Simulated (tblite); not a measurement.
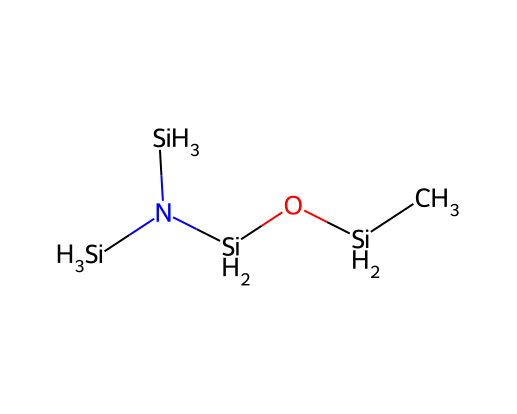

(Drawn from a calculation with tblite.)

A structural formula.

Question: Give its SMILES.

Answer: C[SiH2]O[SiH2]N([SiH3])[SiH3]

Question: What is the molecular formula?

Answer: CH13NOSi4.

Question: An optimisation with GFN2-xTB gave a structure of which point group?

Answer: C1. Other conformers may differ.
